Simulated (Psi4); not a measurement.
**AlH3Br− (SMILES [H][Al-]([H])([H])[Br]): a first try and a second**

Wanted: the charge distribution of AlH3Br−, HF/def2-QZVPP (density fitting).

The results are computed with Psi4 1.11.

4 further runs of the same task are left out: 4 for a known fault of the program.

**1. The molecule**

AlH3Br− has 5 atoms, charge -1, and is taken as a singlet. SMILES: `[H][Al-]([H])([H])[Br]`. Geometry: a GFN2-xTB relaxation, a rough one for these elements and not checked as a minimum.

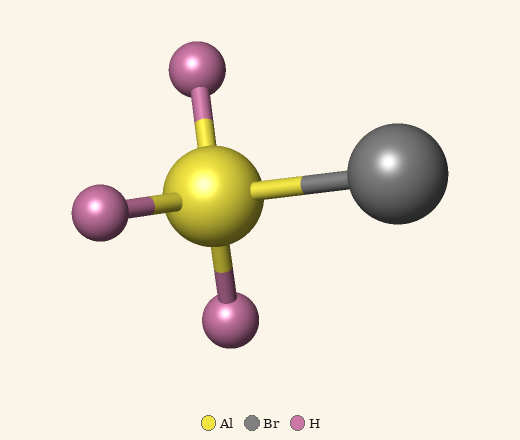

The structure, seen from a chosen angle (aluminium yellow, bromine grey, hydrogen pink).

**2. Try one**

albrh3.xyz reads:

```xyz
5
AlBrH3
Al    -0.000300     0.001740    -0.181290
Br     0.010960    -0.019430     2.122010
H      1.531680     0.011070    -0.658080
H     -0.775330     1.332460    -0.627330
H     -0.767010    -1.325840    -0.655310
```

calc.py reads:

```python
import psi4

psi4.set_memory(1600000000)
psi4.set_num_threads(1)
psi4.core.set_output_file('run.log', False)

with open('albrh3.xyz') as f:
    atoms = ''.join(f.readlines()[2:])
m = psi4.geometry('-1 2\n' + atoms + 'symmetry c1\nno_reorient\nno_com')

psi4.set_options({
    'basis': 'def2-QZVPP',
    'reference': 'rhf',
})

result, w = psi4.energy("hf", molecule=m, return_wfn=True)
psi4.oeprop(w, "QUADRUPOLE", "WIBERG_LOWDIN_INDICES", "MULLIKEN_CHARGES", "MBIS_CHARGES", title="HF")
print(f'total energy {result:.8f} hartree = {result * 27.211386:.5f} eV')
```

Command:

```
$ python calc.py
```

stdout:

```text
qcelemental.exceptions.ValidationError: Inconsistent or unspecified chg/mult: sys chg: None, frag chg: [-1.0], sys mult: None, frag mult: [2]
```

Wall time 0.87 s (1 thread of Intel Xeon at 2.60GHz (Ice Lake), shared host); peak memory 0.13 GiB.

**3. What went wrong**

The input was rejected.

The telling line is `qcelemental.exceptions.ValidationError: Inconsistent or unspecified chg/mult: sys chg: None, frag chg: [-1.0], sys mult: None, frag mult: [2]`. Cause: the spin state typed doesn't suit the molecule. To mend it: multiplicity 1 in place of 2.

**4. The mended input**

albrh3.xyz is that of step 2.

albrh3.py reads:

```python
import psi4

psi4.set_memory('1600 MB')
psi4.set_num_threads(1)
psi4.core.set_output_file('psi4.out', False)

with open('albrh3.xyz') as f:
    atoms = ''.join(f.readlines()[2:])
geom = psi4.geometry('-1 1\n' + atoms + 'symmetry c1\nno_reorient\nno_com')

psi4.set_options({
    'basis': 'def2-QZVPP',
    'reference': 'rhf',
})

energy_value, wavefunction = psi4.energy('hf', return_wfn=True)
psi4.oeprop(wavefunction, 'QUADRUPOLE', 'WIBERG_LOWDIN_INDICES', 'MULLIKEN_CHARGES', 'MBIS_CHARGES')
print('E =', round(energy_value, 9))
```

Command:

```
$ python albrh3.py
```

psi4.out:

```text
[...]
  Running in c1 symmetry.
[...]
  Nuclear repulsion =  135.541420392555011
[...]
  Multiplicity = 1
[...]
  Nalpha       = 26
  Nbeta        = 26
[...]
    Number of basis functions: 249
[...]
   @DF-RHF iter   1: -2815.92682911909878   -2.09012e+00   6.99850e-03 ADIIS/DIIS
[...]
   @DF-RHF iter   7: -2816.24340666553235   -5.29952e-07   5.06834e-07 DIIS
[...]
    Orbital Energies [Eh]
    ---------------------
    Doubly Occupied:
       1A   -489.809688     2A    -64.950997     3A    -58.305737
       4A    -58.305570     5A    -58.305570     6A    -58.254850
       7A     -9.624057     8A     -7.232841     9A     -7.231128
      10A     -7.231126    11A     -4.668274    12A     -2.984207
      13A     -2.982566    14A     -2.982562    15A     -2.974544
      16A     -2.973770    17A     -2.973767    18A     -2.971792
      19A     -2.971792    20A     -0.800323    21A     -0.381727
      22A     -0.255858    23A     -0.254804    24A     -0.254700
      25A     -0.203223    26A     -0.203120
[...]
  @DF-RHF Final Energy: -2816.24340666553235
   => Energetics <=
    Nuclear Repulsion Energy =            135.5414203925550112
    One-Electron Energy =               -4203.3922990279606893
    Two-Electron Energy =                1251.6074719698733588
    Total Energy =                      -2816.2434066655323477
[...]
 Multipole Moments:
 ------------------------------------------------------------------------------------
     Multipole            Electronic (a.u.)      Nuclear  (a.u.)        Total (a.u.)
 ------------------------------------------------------------------------------------
 L = 1.  Multiply by 2.5417464519 to convert [e a0] to [Debye]
 Dipole X            :         -0.7012333            0.6973845           -0.0038487
 Dipole Y            :          1.2183251           -1.2089334            0.0093917
 Dipole Z            :       -133.1600757          132.2295416           -0.9305341
 Magnitude           :                                                    0.9305895
 L = 2.  Multiply by 1.3450342976 to convert [e a0^2] to [Debye ang]
 Quadrupole XX       :        -44.5089284           12.6404625          -31.8684659
 Quadrupole XY       :          0.0222857           -0.0238123           -0.0015265
[...]
  Mulliken Charges: (a.u.)
   Center  Symbol    Alpha    Beta     Spin     Total
       1    AL     6.15773  6.15773  0.00000  0.68453
       2    BR    17.80582 17.80582  0.00000 -0.61164
       3     H     0.67882  0.67882  0.00000 -0.35765
       4     H     0.67871  0.67871  0.00000 -0.35742
       5     H     0.67891  0.67891  0.00000 -0.35783
   Total alpha = 26.00000, Total beta = 26.00000, Total charge = -1.00000
[...]
```

On the terminal:

```text
E = -2816.243406666
```

It took 11 s on 1 thread of Intel Xeon at 2.60GHz (Ice Lake), shared host; peak memory 0.49 GiB.

Atomic charges (e):

```csv
atom,MBIS,Mulliken
Al1,+1.405,+0.685
Br2,-0.710,-0.612
H3,-0.565,-0.358
H4,-0.565,-0.357
H5,-0.565,-0.358
```

**5. Results**

Level: HF/def2-QZVPP (density fitting).

| quantity | value |
| --- | --- |
| total energy | -2816.24341 Eh |
| HOMO energy | -5.53 eV |
| LUMO energy | 5.94 eV |
| HOMO–LUMO gap (to an unbound level, set by the basis) | 11.46 eV |

In words: Mulliken charges run from -0.61 on Br2 to +0.68 on Al1; in a basis this large or diffuse they mean little.
